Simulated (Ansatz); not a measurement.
Ge2H5SCl3: several calculations on one system

### Relaxation

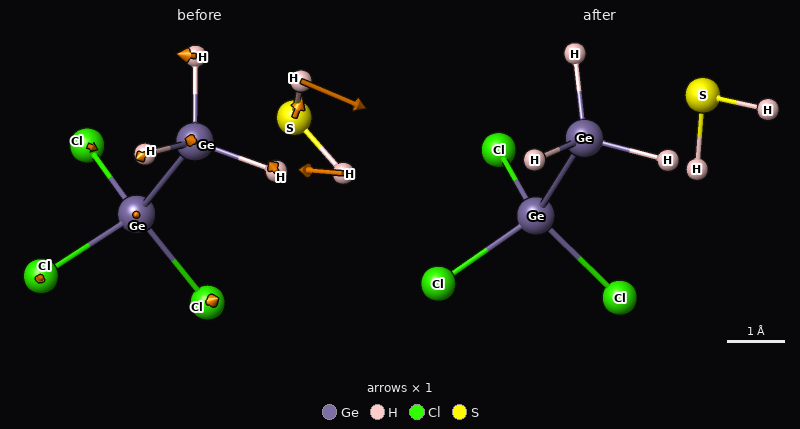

The structure of Ge2H5SCl3 before (left) and after (right) a relaxation, at one scale. The orange arrows give the displacements, at their true length.

A ball-and-stick model, seen from a free direction.

The run prepares an end point of a later path (reaction) calculation, from a guessed geometry.

Level of theory: RKS PBE/def2-SVP (Ansatz 0.2.0). Set-up: no spin polarisation; force threshold 0.03 eV/Å; at most 50 steps.

**What changed between the two?**

An H atom moves most after the best rigid fit: 1.34 Å. By element the largest moves are H 1.34 Å, S 0.44 Å, Cl 0.34 Å, Ge 0.27 Å. Among the contacts that change: Ge–S 3.454 → 3.804 Å, Ge–S 3.452 → 3.743 Å, Ge–Ge 2.413 → 2.457 Å, H–S 1.384 → 1.362 Å. Among the angles between lasting bonds that change: Ge–Ge–Cl 107.0° → 111.0°, Ge–Ge–Cl 115.7° → 112.8°, Cl–Ge–Cl 109.2° → 106.3°. After 16 accepted moves (18 points after the start) the energy has fallen by 17.1 kJ/mol. The largest force component goes from 0.51 to 0.024 eV/Å. The line search rejected the trial steps at points 7, 10 of the run. The forces were under the threshold at step 8, but the run went on from there. The run took 41 s on 4 threads of Intel(R) Xeon(R) Platinum 8259CL CPU @ 2.50GHz (Skylake/Cascade Lake) (shared host), peak memory 0.31 GiB.

Limits of the set-up: the start holds two separate molecules, 2.3 Å apart at their closest, whose relative position is a soft coordinate and is computed without a dispersion correction.

### Relaxation

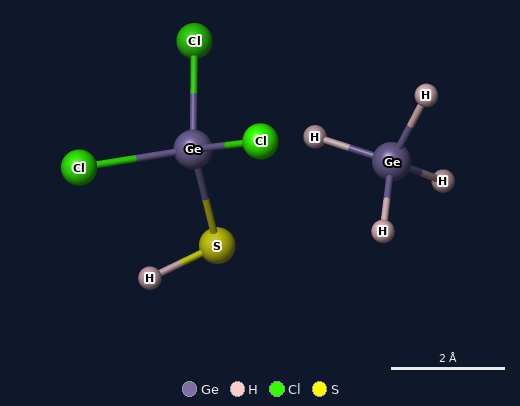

This is the input geometry for a relaxation of Ge₂H₅SCl₃. Style: ball-and-stick. Shown from a free direction.

The run prepares an end point of a later path (reaction) calculation, from a guessed geometry.

Level of theory: RKS PBE/def2-SVP (Ansatz 0.2.0).

Input
```yaml
crystal:
  periodic: [false, false, false]
  atoms:
    - { symbol: Ge, position_ang: [0.674666, 0.387049, -0.224455] }
    - { symbol: Ge, position_ang: [-0.38167, 0.291801, 3.234361] }
    - { symbol: H, position_ang: [-1.688457, -0.533843, 3.200316] }
    - { symbol: H, position_ang: [0.851001, -0.630003, 3.312066] }
    - { symbol: H, position_ang: [-0.399814, 1.230416, 4.472812] }
    - { symbol: Cl, position_ang: [1.705248, 0.135807, -2.123665] }
    - { symbol: Cl, position_ang: [-1.154338, 1.461698, -0.639436] }
    - { symbol: Cl, position_ang: [0.147794, -1.622173, 0.389305] }
    - { symbol: S, position_ang: [2.101448, 1.514163, 1.085323] }
    - { symbol: H, position_ang: [3.071201, 1.443354, 0.124036] }
    - { symbol: H, position_ang: [-0.323078, 1.202432, 1.983538] }
basis:
  gaussian: { orbitals: def2-SVP }
hamiltonian:
  xc: pbe
relax:
  f_tol: 0.03
  max_steps: 50
```

Run as
```bash
ansatz run input.yaml --threads 4 --pin off --max-ram 5120MiB --backend cpu --events-out ev --progress --plain --runs-dir out
```

Q: Where does the relaxation end?

A: Over 22 accepted moves (26 points after the start) the energy falls by 0.223 eV. Largest force component: 0.53 eV/Å at the start, 0.016 eV/Å at the end. The line search rejected the trial steps at points 4, 12, 18, 19 of the run. The forces were under the threshold at step 6, but the run went on from there. H10 moves most after the best rigid fit: 0.83 Å. By element the largest moves are H 0.83 Å, S 0.71 Å, Cl 0.63 Å, Ge 0.60 Å. Near-neighbour distances that change, for instance: Ge1–S9 2.241 → 2.218 Å, Ge1–Cl6 2.175 → 2.163 Å, Ge2–H4 1.541 → 1.548 Å, Ge1–Cl7 2.162 → 2.155 Å. Among the angles between lasting bonds that change: Cl6–Ge1–S9 105.5° → 112.7°, Cl7–Ge1–S9 113.6° → 107.2°, Cl8–Ge1–S9 117.1° → 111.9°. Groups turn about Ge1–S9 by about 60°.

Final geometry:

```xyz
11

Ge    0.8780    0.5314   -0.7709
Ge   -0.5840    0.3046    3.6450
H    -1.4791   -0.9590    3.6718
H     0.9027   -0.1144    3.5460
H    -0.8019    1.1119    4.9497
Cl    1.6256    0.0832   -2.7504
Cl   -0.9189    1.7080   -0.9517
Cl    0.4066   -1.3690    0.1571
S     2.3138    1.7090    0.4417
H     3.2247    0.6917    0.4475
H    -0.9634    1.1832    2.4285
```

After the run, drawn alike:

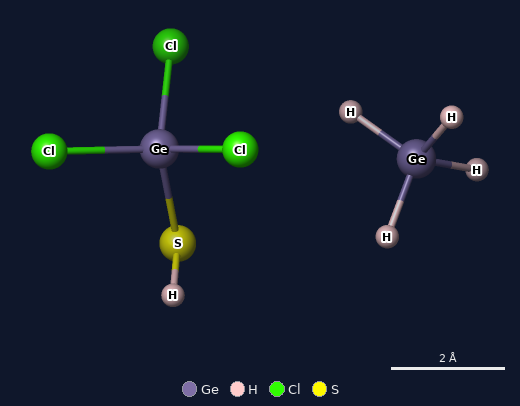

Limits of the set-up: the start holds two separate molecules, 2.6 Å apart at their closest, whose relative position is a soft coordinate and is computed without a dispersion correction.

### Path

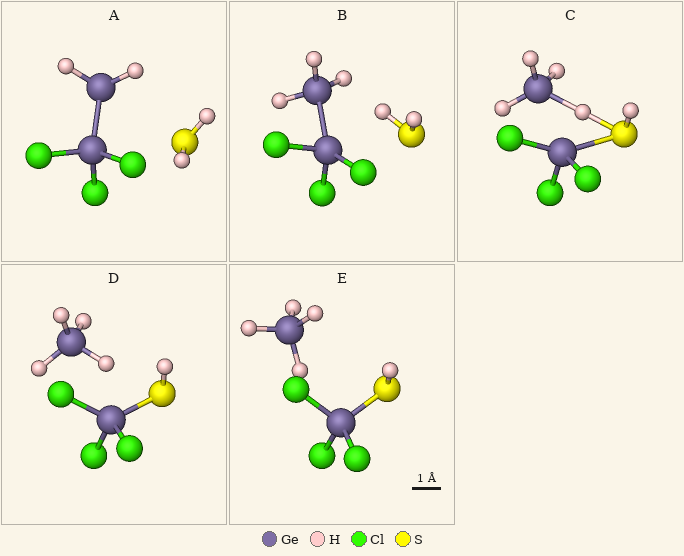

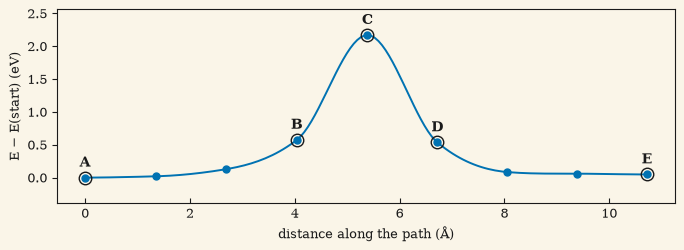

A search for the minimum-energy path of Ge₂H₅SCl₃, made up at the start of Ge₂H₃Cl₃ and H2S by the nudged elastic band. Images are numbered from 0 (start) to 8 (end). Frames A to E are images 0, 3, 4, 5, 8. Style: ball-and-stick. Shown from a free direction.

The calculation used RKS PBE/def2-SVP in Ansatz 0.2.0. Set-up: 7 movable images; climbing image; force threshold 0.05 eV/Å; iteration limit 60; starting path through a guess of the saddle point.

### Read off the barrier and say what moves.

The highest point, image 4, lies 2.17 eV above the start and 2.12 eV above the end; the end is at +0.05 eV relative to the start. Breaking: Ge–Ge (2.46 → 4.66 Å), H–S (1.36 → 3.87 Å). Forming: Ge–S (3.80 → 2.22 Å), Ge–H (4.01 → 1.55 Å). The band is converged. At the top, the vibrational analysis gives one imaginary mode (1032i cm⁻¹), as a transition state must have.

Limits of the set-up: the start holds two separate molecules, 2.8 Å apart at their closest, whose relative position is a soft coordinate and is computed without a dispersion correction.

The run took 5.2 min on 4 threads of Intel(R) Xeon(R) Platinum 8259CL CPU @ 2.50GHz (Skylake/Cascade Lake) (shared host), peak memory 0.32 GiB.
